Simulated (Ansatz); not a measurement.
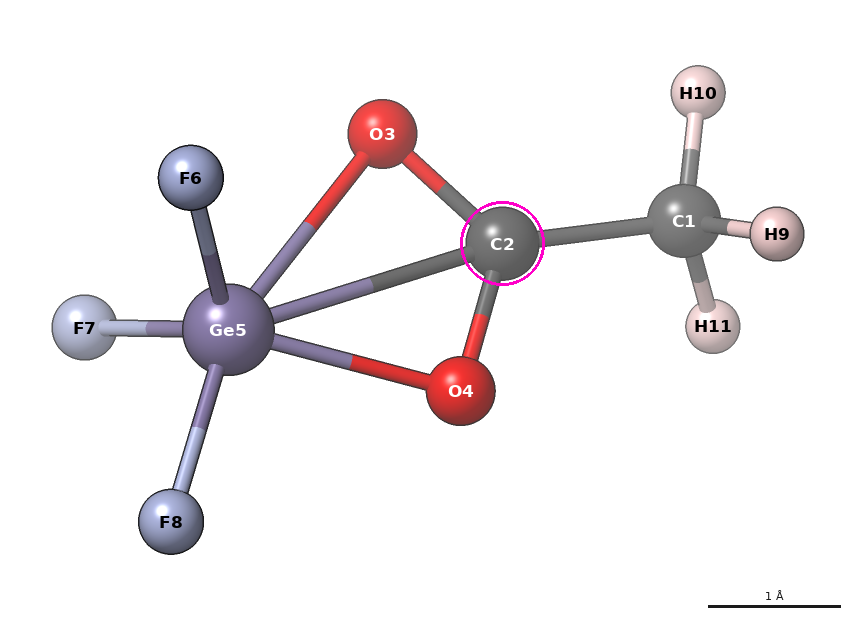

Simulated data, not a measurement (program: Ansatz).

Orthographic view. Distant atoms are faded towards the background colour. The species has charge +1 and is a spin doublet. Geometry: the geometry of the neutral molecule.

> Which atoms are bonded to the circled atom?

The circled atom is C2; it is bonded to C1, O3, O4, Ge5.

> Of Ge5 and F7, which is nearer the viewer?

Ge5; the bond to F7 points away from the viewer, so it looks shorter than its 1.70 Å.

> Which two atoms are farthest apart in space?

F8 and H10, 5.83 Å.
